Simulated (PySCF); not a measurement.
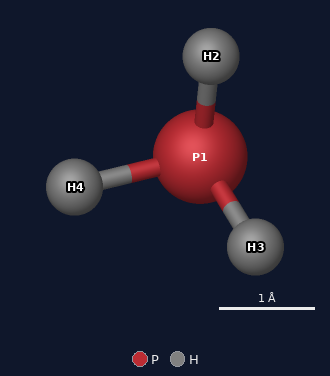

Figure 1. The structure as given in the input (ball-and-stick view, seen at a tilt; atoms are numbered from 1 in the order of the input). Bond lengths as drawn: H–P 1.42 Å.

Run report: PH3, excited-state calculation

- system: PH3, SMILES P
- method: ADC(2)/cc-pV(D+d)Z, RHF (PySCF 2.14.0)

The geometry comes from this level: PBE0-D4/def2-TZVP.

### The input (job.py)
```python
from pyscf import gto, adc

mol = gto.M(
    atom='''
P        0.346000      -0.326500      -0.332800
H        0.630900      -0.034000       1.027000
H       -1.005500      -0.663000      -0.057200
H        0.028700       1.023500      -0.636900
''',
    basis='cc-pv(d+d)z',
    max_memory=1860,
    verbose=3,
)

mf = mol.RHF()
mf.conv_tol = 1e-10
mf.kernel()
if not mf.converged:
    mf = mf.newton().run(mf.mo_coeff, mf.mo_occ)

myadc = adc.ADC(mf, frozen=5)
myadc.method = 'adc(2)'

myadc.method_type = 'ee'
e, vec, osc, x = myadc.kernel(nroots=3)

roots = e * 27.211386
print('root  energy (eV)  strength')
for i, (w, f) in enumerate(zip(roots, osc), 1):
    print('%3d %10.4f %10.5f' % (i, w, f))
```

Launch command:
```bash
OMP_NUM_THREADS=1 python job.py
```

### Output
```
converged SCF energy = -342.475802128338
MP2 correlation energy of reference state (a.u.) = -0.13503306
root  energy (eV)  strength
  1     8.1220    0.12769
  2     8.1229    0.12774
  3     8.6501    0.15138
```

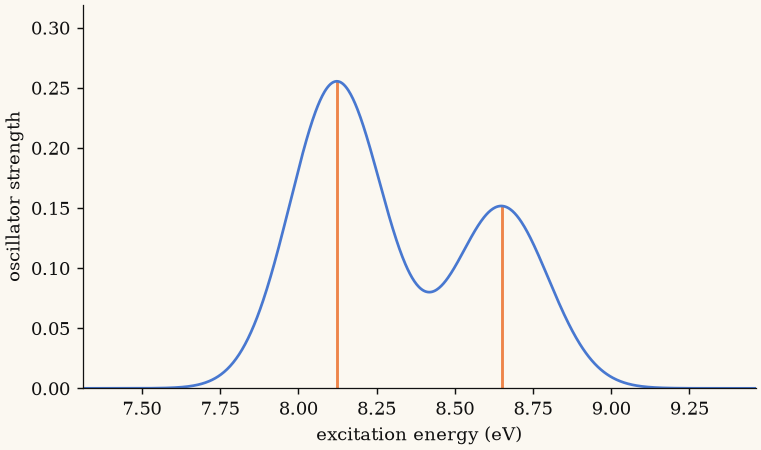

Figure 2. Computed excitations as sticks (degenerate states added up, dark ones marked on the axis), with a Gaussian envelope of 0.35 eV full width at half maximum, scaled to the tallest. Of the 3 states the lowest lies at 8.12 eV (f = 0.128); the strongest line is at 8.12 eV, or 153 nm (f = 0.255, summed over 2 states that lie within 0.004 eV).

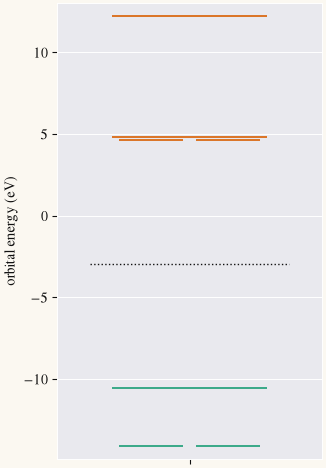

Figure 3. Orbital energies near the frontier (SCF reference); the dotted line parts filled from empty levels, and levels within 0.02 eV of each other stand side by side. Highest filled −10.54 eV, lowest empty 4.63 eV, 15.17 eV apart.

### Key numbers

```tsv
quantity	value
outcome	converged
SCF energy	−342.475802 hartree
correlation energy	−0.135033 hartree
basis functions	38
HOMO of the SCF reference	−10.54 eV
LUMO of the SCF reference	4.63 eV
lowest excitation	8.12 eV
hardware	1 thread of Arm Neoverse N1, 24 GiB of memory available, shared host
wall time	1.5 s
peak memory	0.14 GiB
```
